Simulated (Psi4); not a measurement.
## P$_{2}$: geometry relaxation (part 3 of 3)

Continued. System: P$_{2}$ (diphosphorus). Method: MP2/aug-cc-pVDZ, RHF (Psi4 1.11). 

Geometry of the input (Å):
```
P  0.0000  0.0000  0.0000
P  0.0000  0.0000  1.8934
```

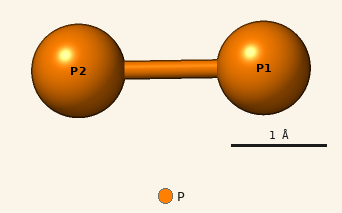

The geometry at step 2 of the log (ball-and-stick view, seen at a tilt; atoms are numbered from 1 in the order of the input).

## What the program printed, continued
```
   @DF-RHF iter   0:  -681.44867388894443   -6.81449e+02   1.88251e-03
   @DF-RHF iter   1:  -681.46522334454301   -1.65495e-02   2.04808e-04 ADIIS/DIIS
   @DF-RHF iter   2:  -681.46524225739745   -1.89129e-05   6.74980e-05 DIIS
   @DF-RHF iter   3:  -681.46524376231480   -1.50492e-06   9.36243e-06 DIIS
   @DF-RHF iter   4:  -681.46524383199028   -6.96755e-08   1.55920e-06 DIIS
   @DF-RHF iter   5:  -681.46524383415317   -2.16289e-09   1.69813e-07 DIIS
   @DF-RHF iter   6:  -681.46524383418114   -2.79670e-11   3.86467e-08 DIIS
   @DF-RHF iter   7:  -681.46524383418250   -1.36424e-12   6.92573e-09 DIIS
   @DF-RHF iter   8:  -681.46524383418330   -7.95808e-13   7.67216e-10 DIIS
   @DF-RHF iter   9:  -681.46524383418307    2.27374e-13   1.19976e-10 DIIS
   @DF-RHF iter  10:  -681.46524383418262    4.54747e-13   1.46829e-11 DIIS
  Energy and wave function converged.

  ==> Post-Iterations <==

    Final Occupation by Irrep:
             Ag   B1g   B2g   B3g    Au   B1u   B2u   B3u
    DOCC [     5,    0,    1,    1,    0,    4,    2,    2 ]
    NA   [     5,    0,    1,    1,    0,    4,    2,    2 ]
    NB   [     5,    0,    1,    1,    0,    4,    2,    2 ]

  @DF-RHF Final Energy:  -681.46524383418262

   => Energetics <=

    Nuclear Repulsion Energy =             61.0702237349438661
    One-Electron Energy =               -1064.5982252648825579
    Two-Electron Energy =                 322.0627576957560336
    Total Energy =                       -681.4652438341827292

Computation Completed

Properties will be evaluated at   0.000000,   0.000000,   0.000000 [a0]

Properties computed using the SCF density matrix

 Multipole Moments:

 ------------------------------------------------------------------------------------
     Multipole            Electronic (a.u.)      Nuclear  (a.u.)        Total (a.u.)
 ------------------------------------------------------------------------------------

 L = 1.  Multiply by 2.5417464519 to convert [e a0] to [Debye]
 Dipole X            :          0.0000000            0.0000000            0.0000000
 Dipole Y            :          0.0000000            0.0000000            0.0000000
 Dipole Z            :          0.0000000            0.0000000            0.0000000
 Magnitude           :                                                    0.0000000

 ------------------------------------------------------------------------------------

	total time  =          1 seconds =       0.02 minutes

  //>>>>>>>>>>>>>>>>>>>>>>>>>>>>>>>>>>>//
  //               DFMP2               //
  //<<<<<<<<<<<<<<<<<<<<<<<<<<<<<<<<<<<//

  ==> Geometry <==

    Molecular point group: d2h
    Full point group: D_inf_h

    Geometry (in Angstrom), charge = 0, multiplicity = 1:

       Center              X                  Y                   Z               Mass
    ------------   -----------------  -----------------  -----------------  -----------------
         P            0.000000000000     0.000000000000    -0.974819356463    30.973761998420
         P            0.000000000000     0.000000000000     0.974819356463    30.973761998420

  Nuclear repulsion =   61.070223734943866
  Reference energy  = -681.465243834182616

  => Iterations <=

             Iter  Converged  Remaining    Residual
  CGR           1          0          1   4.661E-02
  CGR           2          0          1   1.258E-02
  CGR           3          0          1   1.982E-03
  CGR           4          0          1   4.797E-04
  CGR           5          0          1   6.098E-05
  CGR           6          0          1   9.064E-06
  CGR           7          0          1   1.111E-06
  CGR           8          1          0   1.055E-07

    CGRSolver converged.

   => Auxiliary Basis Set <=

  Basis Set: (AUG-CC-PVDZ AUX)
    Blend: AUG-CC-PVDZ-JKFIT
    Number of shells: 80
    Number of basis functions: 256
    Number of Cartesian functions: 300
    Spherical Harmonics?: true
    Max angular momentum: 3

	-----------------------------------------------------------
	 ==================> DF-MP2 Energies <====================
	-----------------------------------------------------------
	 Reference Energy          =    -681.4652438341826155 [Eh]
	 Singles Energy            =      -0.0000000000000000 [Eh]
	 Same-Spin Energy          =      -0.0625237257370342 [Eh]
	 Opposite-Spin Energy      =      -0.1792329428246751 [Eh]
	 Correlation Energy        =      -0.2417566685617092 [Eh]
	 Total Energy              =    -681.7070005027443358 [Eh]
	-----------------------------------------------------------
	 ================> DF-SCS-MP2 Energies <==================
	-----------------------------------------------------------
	 SCS Same-Spin Scale       =       0.3333333333333333 [-]
	 SCS Opposite-Spin Scale   =       1.2000000000000000 [-]
	 SCS Same-Spin Energy      =      -0.0208412419123447 [Eh]
	 SCS Opposite-Spin Energy  =      -0.2150795313896101 [Eh]
	 SCS Correlation Energy    =      -0.2359207733019548 [Eh]
	 SCS Total Energy          =    -681.7011646074845430 [Eh]
	-----------------------------------------------------------

  -Total Gradient:
     Atom            X                  Y                   Z
    ------   -----------------  -----------------  -----------------
       1        0.000000000000     0.000000000000     0.001551579983
       2       -0.000000000000    -0.000000000000    -0.001551579983

	total time  =          1 seconds =       0.02 minutes

    			-----------------------------------------

    			 OPTKING 3.0: for geometry optimizations

    			        with contributions from

    			-----------------------------------------

	                            ===> Fragment 1 <==

	 Z (Atomic Numbers)          Masses                          Geom
	      15.000000            30.973762          0.00000000  0.00000000 -1.84214161
	      15.000000            30.973762          0.00000000  0.00000000  1.84214161

	 - Coordinate -           - BOHR/RAD -       - ANG/DEG -
	 R(1,2)           =         3.684283           1.949639

	        --- Internal Coordinate Step in ANG or DEG, aJ/ANG or AJ/DEG ---
	-------------------------------------------------------------------------------
	           Coordinate      Previous         Force          Change          New
	           ----------      --------        ------          ------        ------
	               R(1,2)       1.94964        0.01278        0.00240       1.95204
	-------------------------------------------------------------------------------

	                                 ==> Convergence Check <==

	Measures of convergence in internal coordinates in au.

	Criteria marked as inactive (o), active & met (*), and active & unmet ( ).

	----------------------------------------------------------------------------------------------
	   Step    Total Energy     Delta E     Max Force     RMS Force      Max Disp      RMS Disp
	----------------------------------------------------------------------------------------------
	  Convergence Criteria     1.00e-06 *    3.00e-04 *             o    1.20e-03 *             o
	----------------------------------------------------------------------------------------------
	     3    -681.70700050   -2.00e-04      1.55e-03      1.55e-03 o    4.54e-03      4.54e-03 o  ~
	----------------------------------------------------------------------------------------------

Next Geometry in Ang
	Fragment 1 (Ang)

	    P   0.0000000000   0.0000000000  -0.9760213642
	    P   0.0000000000   0.0000000000   0.9760213642

    Structure for next step:
    Molecular point group: d2h
    Full point group: D_inf_h

    Geometry (in Angstrom), charge = 0, multiplicity = 1:

    P            0.000000000000     0.000000000000    -0.976021364250
    P            0.000000000000     0.000000000000     0.976021364250

gradient() will perform analytic gradient computation.
    SCF Algorithm Type (re)set to DF.

  ==> Geometry <==

    Molecular point group: d2h
    Full point group: D_inf_h

    Geometry (in Angstrom), charge = 0, multiplicity = 1:

       Center              X                  Y                   Z               Mass
    ------------   -----------------  -----------------  -----------------  -----------------
         P            0.000000000000     0.000000000000    -0.976021364250    30.973761998420
         P            0.000000000000     0.000000000000     0.976021364250    30.973761998420

  Running in d2h symmetry.

  Rotational constants: A = ************  B =      0.28566  C =      0.28566 [cm^-1]
  Rotational constants: A = ************  B =   8563.95938  C =   8563.95938 [MHz]
  Nuclear repulsion =   60.995013409495712

  Charge       = 0
  Multiplicity = 1
  Electrons    = 30
  Nalpha       = 15
  Nbeta        = 15

   => Auxiliary Basis Set <=

  Basis Set: (AUG-CC-PVDZ AUX)
    Blend: AUG-CC-PVDZ-JKFIT
    Number of shells: 80
    Number of basis functions: 256
    Number of Cartesian functions: 300
    Spherical Harmonics?: true
    Max angular momentum: 3

  Minimum eigenvalue in the overlap matrix is 1.3693950153E-03.
  Reciprocal condition number of the overlap matrix is 3.3704883605E-04.
    Using symmetric orthogonalization.

  ==> Iterations <==

                           Total Energy        Delta E     RMS |[F,P]|

   @DF-RHF iter   0:  -681.46260581960496   -6.81463e+02   2.66830e-04
   @DF-RHF iter   1:  -681.46496675045250   -2.36093e-03   2.94529e-05 DIIS
   @DF-RHF iter   2:  -681.46496714164323   -3.91191e-07   9.71674e-06 DIIS
   @DF-RHF iter   3:  -681.46496717285504   -3.12118e-08   1.34635e-06 DIIS
   @DF-RHF iter   4:  -681.46496717429579   -1.44075e-09   2.23444e-07 DIIS
   @DF-RHF iter   5:  -681.46496717433990   -4.41105e-11   2.42250e-08 DIIS
   @DF-RHF iter   6:  -681.46496717433990    0.00000e+00   5.56755e-09 DIIS
   @DF-RHF iter   7:  -681.46496717433990    0.00000e+00   1.01152e-09 DIIS
   @DF-RHF iter   8:  -681.46496717434059   -6.82121e-13   1.10420e-10 DIIS
   @DF-RHF iter   9:  -681.46496717434081   -2.27374e-13   1.70631e-11 DIIS
  Energy and wave function converged.

  ==> Post-Iterations <==

    Orbital Energies [Eh]
    ---------------------

    Doubly Occupied:

       1Ag   -79.993149     1B1u  -79.993145     2Ag    -7.531806
       2B1u   -7.531324     3Ag    -5.423756     1B2u   -5.422947
       1B3u   -5.422947     1B3g   -5.422755     1B2g   -5.422755
       3B1u   -5.422107     4Ag    -0.894984     4B1u   -0.616851
       5Ag    -0.409421     2B3u   -0.365159     2B2u   -0.365159

    Virtual:

       2B2g    0.007526     2B3g    0.007526     5B1u    0.057738
       6Ag     0.090944     3B2u    0.101000     3B3u    0.101000
       7Ag     0.110637     3B3g    0.138330     3B2g    0.138330
       6B1u    0.195238     1B1g    0.242828     8Ag     0.242828
       7B1u    0.243350     4B2u    0.313815     4B3u    0.313815
       9Ag     0.361417     8B1u    0.372844     1Au     0.372844
       4B2g    0.479974     4B3g    0.479974     9B1u    0.508016
       5B2u    0.696100     5B3u    0.696100    10Ag     0.712173
      10B1u    0.775262    11Ag     0.777895     6B2u    0.806772
       6B3u    0.806772     5B3g    0.810495     5B2g    0.810495
       2B1g    0.861821    12Ag     0.861821    11B1u    0.947485
       2Au     0.947485    13Ag     1.012471     6B2g    1.105543
       6B3g    1.105543    12B1u    1.276553    13B1u    1.530305

    Final Occupation by Irrep:
             Ag   B1g   B2g   B3g    Au   B1u   B2u   B3u
    DOCC [     5,    0,    1,    1,    0,    4,    2,    2 ]
    NA   [     5,    0,    1,    1,    0,    4,    2,    2 ]
    NB   [     5,    0,    1,    1,    0,    4,    2,    2 ]

  @DF-RHF Final Energy:  -681.46496717434081

   => Energetics <=

    Nuclear Repulsion Energy =             60.9950134094957122
    One-Electron Energy =               -1064.4434323375712665
    Two-Electron Energy =                 321.9834517537346983
    Total Energy =                       -681.4649671743408135

Computation Completed

Properties will be evaluated at   0.000000,   0.000000,   0.000000 [a0]

Properties computed using the SCF density matrix

 Multipole Moments:

 ------------------------------------------------------------------------------------
     Multipole            Electronic (a.u.)      Nuclear  (a.u.)        Total (a.u.)
 ------------------------------------------------------------------------------------

 L = 1.  Multiply by 2.5417464519 to convert [e a0] to [Debye]
 Dipole X            :          0.0000000            0.0000000            0.0000000
 Dipole Y            :          0.0000000            0.0000000            0.0000000
 Dipole Z            :          0.0000000            0.0000000            0.0000000
 Magnitude           :                                                    0.0000000

 ------------------------------------------------------------------------------------

	total time  =          0 seconds =       0.00 minutes

  //>>>>>>>>>>>>>>>>>>>>>>>>>>>>>>>>>>>//
  //               DFMP2               //
  //<<<<<<<<<<<<<<<<<<<<<<<<<<<<<<<<<<<//

  ==> Geometry <==

    Molecular point group: d2h
    Full point group: D_inf_h

    Geometry (in Angstrom), charge = 0, multiplicity = 1:

       Center              X                  Y                   Z               Mass
    ------------   -----------------  -----------------  -----------------  -----------------
         P            0.000000000000     0.000000000000    -0.976021364250    30.973761998420
         P            0.000000000000     0.000000000000     0.976021364250    30.973761998420

  Nuclear repulsion =   60.995013409495712
  Reference energy  = -681.464967174340813

  => Iterations <=

             Iter  Converged  Remaining    Residual
  CGR           1          0          1   4.669E-02
  CGR           2          0          1   1.258E-02
  CGR           3          0          1   1.959E-03
  CGR           4          0          1   4.786E-04
  CGR           5          0          1   6.100E-05
  CGR           6          0          1   9.080E-06
  CGR           7          0          1   1.114E-06
  CGR           8          1          0   1.060E-07

    CGRSolver converged.

Problem determining natural orbital and density matrix symmetries.
Future calls to oeprop using this density will not work. Try disabling symmetry.

   => Auxiliary Basis Set <=

  Basis Set: (AUG-CC-PVDZ AUX)
    Blend: AUG-CC-PVDZ-JKFIT
    Number of shells: 80
    Number of basis functions: 256
    Number of Cartesian functions: 300
    Spherical Harmonics?: true
    Max angular momentum: 3

	-----------------------------------------------------------
	 ==================> DF-MP2 Energies <====================
	-----------------------------------------------------------
	 Reference Energy          =    -681.4649671743408135 [Eh]
	 Singles Energy            =      -0.0000000000000000 [Eh]
	 Same-Spin Energy          =      -0.0626063452424544 [Eh]
	 Opposite-Spin Energy      =      -0.1794310143598988 [Eh]
	 Correlation Energy        =      -0.2420373596023533 [Eh]
	 Total Energy              =    -681.7070045339431772 [Eh]
	-----------------------------------------------------------
	 ================> DF-SCS-MP2 Energies <==================
	-----------------------------------------------------------
	 SCS Same-Spin Scale       =       0.3333333333333333 [-]
	 SCS Opposite-Spin Scale   =       1.2000000000000000 [-]
	 SCS Same-Spin Energy      =      -0.0208687817474848 [Eh]
	 SCS Opposite-Spin Energy  =      -0.2153172172318786 [Eh]
	 SCS Correlation Energy    =      -0.2361859989793634 [Eh]
	 SCS Total Energy          =    -681.7011531733202219 [Eh]
	-----------------------------------------------------------

  -Total Gradient:
     Atom            X                  Y                   Z
    ------   -----------------  -----------------  -----------------
       1       -0.000000000000     0.000000000000     0.000225968325
       2        0.000000000000     0.000000000000    -0.000225968325

	total time  =          1 seconds =       0.02 minutes

    			-----------------------------------------

    			 OPTKING 3.0: for geometry optimizations

    			        with contributions from

    			-----------------------------------------

	                            ===> Fragment 1 <==

	 Z (Atomic Numbers)          Masses                          Geom
	      15.000000            30.973762          0.00000000  0.00000000 -1.84441307
	      15.000000            30.973762          0.00000000  0.00000000  1.84441307

	 - Coordinate -           - BOHR/RAD -       - ANG/DEG -
	 R(1,2)           =         3.688826           1.952043

	        --- Internal Coordinate Step in ANG or DEG, aJ/ANG or AJ/DEG ---
	-------------------------------------------------------------------------------
	           Coordinate      Previous         Force          Change          New
	           ----------      --------        ------          ------        ------
	               R(1,2)       1.95204        0.00186        0.00035       1.95239
	-------------------------------------------------------------------------------

	                                 ==> Convergence Check <==

	Measures of convergence in internal coordinates in au.

	Criteria marked as inactive (o), active & met (*), and active & unmet ( ).

	----------------------------------------------------------------------------------------------
	   Step    Total Energy     Delta E     Max Force     RMS Force      Max Disp      RMS Disp
	----------------------------------------------------------------------------------------------
	  Convergence Criteria     1.00e-06 *    3.00e-04 *             o    1.20e-03 *             o
	----------------------------------------------------------------------------------------------
	     4    -681.70700453   -4.03e-06      2.26e-04 *    2.26e-04 o    6.66e-04 *    6.66e-04 o  ~
	----------------------------------------------------------------------------------------------

Next Geometry in Ang
	Fragment 1 (Ang)

	    P   0.0000000000   0.0000000000  -0.9761974766
	    P   0.0000000000   0.0000000000   0.9761974766

    Final optimized geometry and variables:
    Molecular point group: d2h
    Full point group: D_inf_h

    Geometry (in Angstrom), charge = 0, multiplicity = 1:

    P            0.000000000000     0.000000000000    -0.976021364250
    P            0.000000000000     0.000000000000     0.976021364250

    Psi4 run time: 0:00:07.83

[set-up sections that repeat, and orbital energies of the middle runs, are left out above]
```

## Standard output
```
Optimizer: Optimization complete!
```

## Trajectory as extended XYZ (Å, eV, eV/Å), 4 frames, from step=0 to step=3
```
2
Properties=species:S:1:pos:R:3:forces:R:3 step=0 energy=-18550.13806
P     0.0000    0.0000    0.0000    0.0000   0.0000  -1.9462
P     0.0000    0.0000    1.8934    0.0000   0.0000   1.9462
2
Properties=species:S:1:pos:R:3:forces:R:3 step=1 energy=-18550.18707
P     0.0000    0.0000   -0.0198    0.0000   0.0000  -0.5781
P     0.0000    0.0000    1.9132    0.0000   0.0000   0.5781
2
Properties=species:S:1:pos:R:3:forces:R:3 step=2 energy=-18550.19250
P     0.0000    0.0000   -0.0281    0.0000   0.0000  -0.0798
P     0.0000    0.0000    1.9215    0.0000   0.0000   0.0798
2
Properties=species:S:1:pos:R:3:forces:R:3 step=3 energy=-18550.19261
P     0.0000    0.0000   -0.0293    0.0000   0.0000  -0.0116
P     0.0000    0.0000    1.9227    0.0000   0.0000   0.0116
```

## Results in brief

```json
{"quantity": "outcome", "value": "converged"}
{"quantity": "total energy", "value": "−681.707005 hartree"}
{"quantity": "SCF energy", "value": "−681.464967 hartree"}
{"quantity": "MP2 energy", "value": "−681.707005 hartree"}
{"quantity": "correlation energy", "value": "−0.242037 hartree"}
{"quantity": "basis functions", "value": "54"}
{"quantity": "hardware", "value": "1 thread of Intel Xeon @ 2.90GHz (Ice Lake), 192 GiB of memory available, shared host"}
{"quantity": "wall time", "value": "9.3 s"}
{"quantity": "peak memory", "value": "0.3 GiB"}
```
